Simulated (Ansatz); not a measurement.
BH5O2: several calculations on one system

## 1. Relaxation

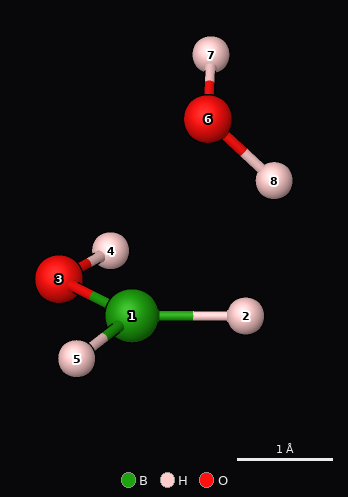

Starting structure of BH5O2. A ball-and-stick model, seen from a free direction.

The run prepares an end point of a later path (reaction) calculation, from a guessed geometry.

These are results of RKS BLYP/6-31G* (Ansatz 0.2.0), not measurements.

Input
```yaml
crystal:
  periodic: [false, false, false]
  atoms:
    - { symbol: B, position_ang: [-0.094413, -0.29546, -0.130173] }
    - { symbol: H, position_ang: [-0.046509, -0.580423, 1.033852] }
    - { symbol: O, position_ang: [1.010789, -0.448915, -0.928425] }
    - { symbol: H, position_ang: [1.792798, -0.750971, -0.423503] }
    - { symbol: H, position_ang: [-1.116506, 0.001104, -0.679877] }
    - { symbol: O, position_ang: [-0.02031, 1.98164, 1.144459] }
    - { symbol: H, position_ang: [0.950709, 2.107995, 1.217727] }
    - { symbol: H, position_ang: [-0.172457, 1.16373, 1.68904] }
basis:
  gaussian: { orbitals: "6-31G*" }
hamiltonian:
  xc: blyp
relax:
  f_tol: 0.03
  max_steps: 50
```

Run as
```bash
ansatz run input.yaml --threads 1 --pin off --max-ram 2048MiB --backend cpu --events-out ev --progress --plain --runs-dir out
```

Q: Where does the relaxation end?

A: After 21 accepted moves (24 points after the start) the energy has fallen by 0.111 eV. The largest force component goes from 0.59 to 0.013 eV/Å. The line search rejected the trial steps at points 8, 11, 23 of the run. The forces were under the threshold at step 18, but the run went on from there. The largest moves after the best rigid fit, 0.75 Å, are those of H7 and H8. By element the largest moves are H 0.75 Å, O 0.42 Å, B 0.10 Å. Near-neighbour distances that change, for instance: B1–O6 2.611 → 2.277 Å, B1–O3 1.372 → 1.391 Å, O6–H8 0.994 → 0.982 Å, B1–H2 1.199 → 1.209 Å.

The structure at the end:

```xyz
8

B    -0.1606   -0.2337   -0.0952
H    -0.3668   -0.9811    0.8320
O     1.1093   -0.1457   -0.6558
H     1.7561   -0.6767   -0.1485
H    -1.0487    0.2395   -0.7494
O    -0.0649    1.6260    1.2159
H     0.5648    2.0251    0.5754
H     0.5149    1.3253    1.9488
```

The end point in the same view:

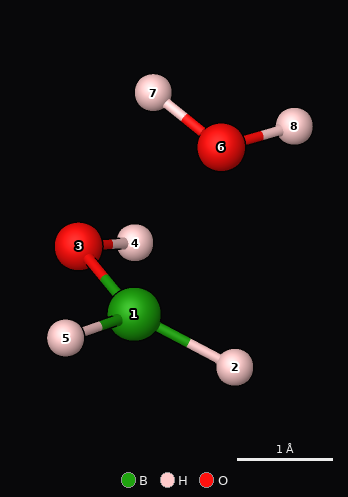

## 2. Relaxation

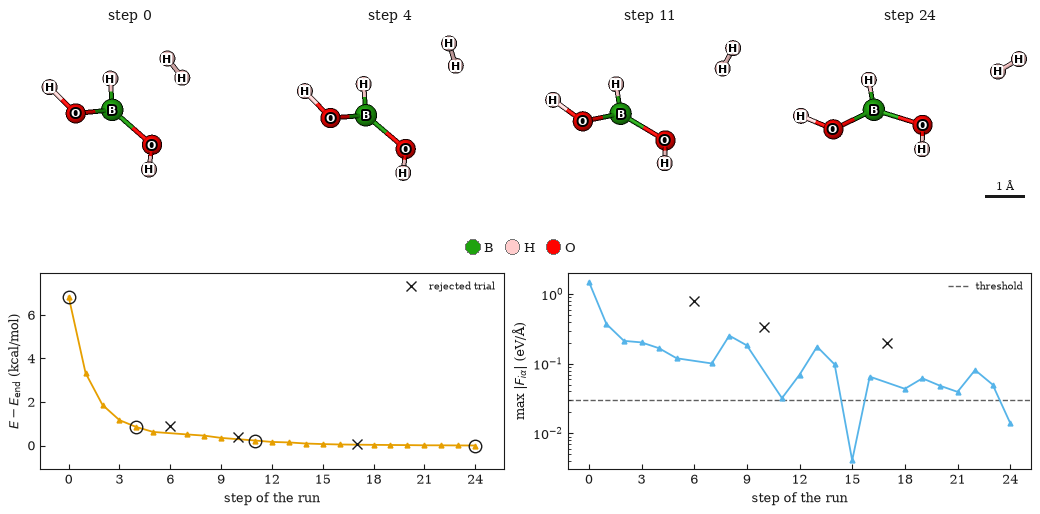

Frames of a relaxation of BH5O2, marked on the history of the run. Style: ball-and-stick. Shown at a tilt.

The run prepares an end point of a later path (reaction) calculation, from a guessed geometry.

Level of theory: RKS BLYP/6-31G* in Ansatz.

The input:
```yaml
crystal:
  periodic: [false, false, false]
  atoms:
    - { symbol: B, position_ang: [0.085993, 0.487761, -0.212034] }
    - { symbol: H, position_ang: [-0.011815, -0.427167, 2.008051] }
    - { symbol: O, position_ang: [1.347798, -0.015529, -0.438486] }
    - { symbol: H, position_ang: [1.314297, -0.883593, -0.886741] }
    - { symbol: H, position_ang: [-0.915787, -0.081496, -0.560746] }
    - { symbol: O, position_ang: [-0.071615, 1.731059, 0.389322] }
    - { symbol: H, position_ang: [0.803143, 2.12448, 0.596006] }
    - { symbol: H, position_ang: [-0.247914, 0.243186, 2.027729] }
basis:
  gaussian: { orbitals: "6-31G*" }
hamiltonian:
  xc: blyp
relax:
  f_tol: 0.03
  max_steps: 50
```

Run as
```bash
ansatz run input.yaml --threads 1 --pin off --max-ram 2048MiB --backend cpu --events-out ev --progress --plain --runs-dir out
```

Question: Describe the path.

Answer: The largest move after the best rigid fit is that of H2, 1.90 Å. By element the largest moves are H 1.90 Å, O 0.80 Å, B 0.49 Å. Near-neighbour distances that change, for instance: H2–H8 0.711 → 0.749 Å, B1–O6 1.390 → 1.373 Å. After 21 accepted moves (24 points after the start) the energy has fallen by 6.85 kcal/mol. The largest force component goes from 1.5 to 0.014 eV/Å. The line search rejected the trial steps at points 6, 10, 17 of the run. The forces were under the threshold at step 15, but the run went on from there. Cost: 34 s on 1 thread of Arm Neoverse V1, on a shared host, peak memory 0.1 GiB. From step 0 to 4: H2 moves most (0.77 Å), energy −6.00 kcal/mol. From step 4 to 11: H2 moves most (0.59 Å), energy −0.62 kcal/mol. From step 11 to 24: H4 moves most (0.69 Å), energy −0.23 kcal/mol.

| step | E − E(0), kcal/mol | largest force component, eV/Å | note |
| --- | --- | --- | --- |
| 0 | 0.00 | 1.5172 |  |
| 1 | -3.51 | 0.3736 |  |
| 2 | -4.98 | 0.2138 |  |
| 3 | -5.68 | 0.2032 |  |
| 4 | -6.00 | 0.1674 |  |
| 5 | -6.22 | 0.1202 |  |
| 6 | -5.93 | 0.7905 | rejected |
| 7 | -6.34 | 0.1012 |  |
| 8 | -6.39 | 0.2545 |  |
| 9 | -6.50 | 0.1839 |  |
| 10 | -6.46 | 0.3329 | rejected |
| 11 | -6.62 | 0.0321 |  |
| 12 | -6.68 | 0.0696 |  |
| 13 | -6.70 | 0.1764 |  |
| 14 | -6.75 | 0.0980 |  |
| 15 | -6.78 | 0.0041 |  |
| 16 | -6.80 | 0.0655 |  |
| 17 | -6.77 | 0.1971 | rejected |
| 18 | -6.82 | 0.0438 |  |
| 19 | -6.82 | 0.0619 |  |
| 20 | -6.83 | 0.0484 |  |
| 21 | -6.84 | 0.0395 |  |
| 22 | -6.84 | 0.0814 |  |
| 23 | -6.84 | 0.0503 |  |
| 24 | -6.85 | 0.0141 |  |

Limits of the set-up: the start holds two separate molecules, 2.2 Å apart at their closest, whose relative position is a soft coordinate and is computed without a dispersion correction.

## 3. Path

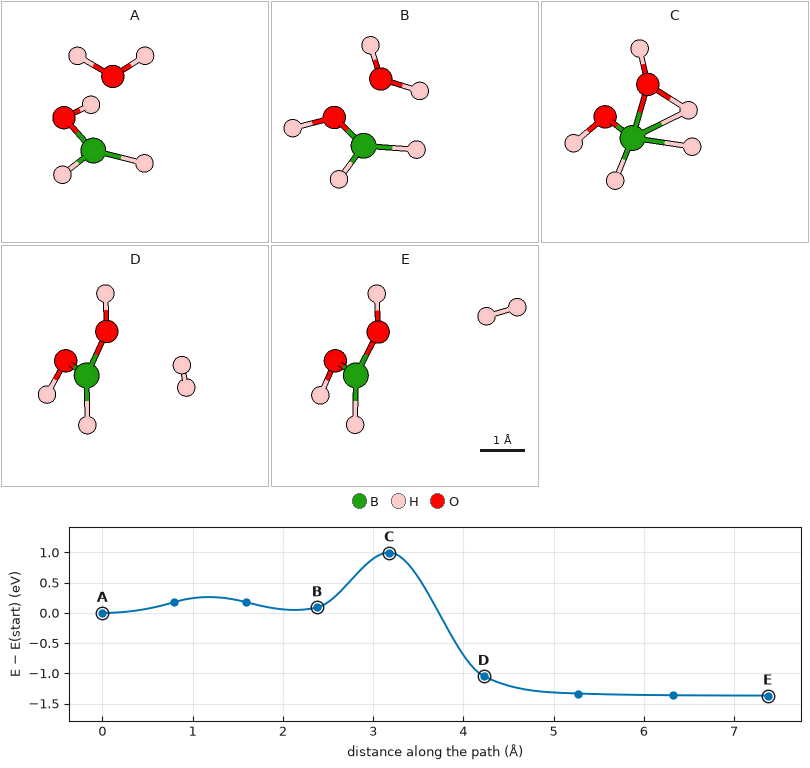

A nudged-elastic-band calculation for BH₅O₂, made up at the start of BH₃O and H$_{2}$O. Images are numbered from 0 (start) to 8 (end). Frames A to E are images 0, 3, 4, 5, 8. Style: ball-and-stick. Shown from a free direction.

The calculation used Ansatz 0.2.0, RKS BLYP/6-31G*. Settings: 7 movable images; climbing image; force threshold 0.05 eV/Å; iteration limit 60; starting path through a guess of the saddle point.

**What happens along the path, and what is the barrier?**

The energy climbs by 1.00 eV to image 4 and then falls by 2.37 eV, so the end point sits at −1.37 eV. The profile has 2 maxima (images 2, 4) with a dip at image 3 (+0.09 eV), so the process runs in steps. The path has more than one stage, and so few images may leave a stage unresolved. Breaking: B–H (1.21 → 4.38 Å), H–O (0.98 → 2.63 Å). Forming: B–O (2.28 → 1.37 Å), H–H (2.71 → 0.75 Å). The band converged in 21 iterations. The largest component of the band force went from 110 to 0.037 eV/Å. The climbing image converged on the top of the path. Its vibrational analysis gives one imaginary mode (1344i cm⁻¹), as a transition state must have.

Limits of the set-up: the start holds two separate molecules, 2.3 Å apart at their closest, whose relative position is a soft coordinate and is computed without a dispersion correction.

The run took 3.1 min on 1 thread of Arm Neoverse V1, on a shared host, peak memory 0.097 GiB.
